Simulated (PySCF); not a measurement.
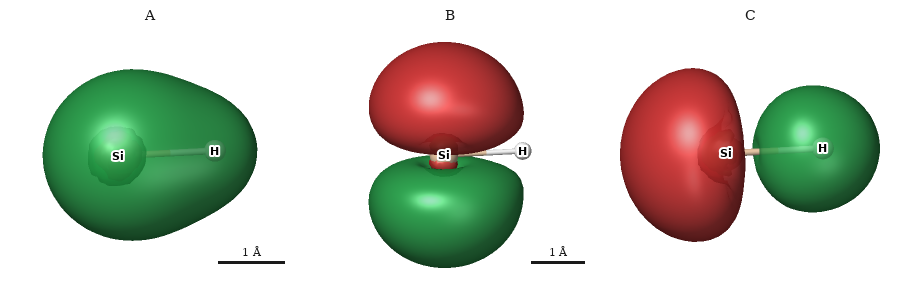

Figure. SiH (charge +1). Three frontier orbitals, each drawn at the value that holds 80 % of its norm (green and red are the two phases), in no order; of a degenerate pair one member is drawn.

Method: PBE0/jorge-DZP-DKH, spin-free X2C-1e, Gaussian nucleus, at a bond length of 1.533 Å in PySCF.

### Label each orbital by symmetry, say whether it is occupied, and order them by energy.

Orbital A: σ, occupied, −21.43 eV; mainly on Si (80 %).
Orbital C: σ, occupied, −15.37 eV; mainly on Si (75 %).
Orbital B: π, empty, −10.53 eV; almost wholly on Si.
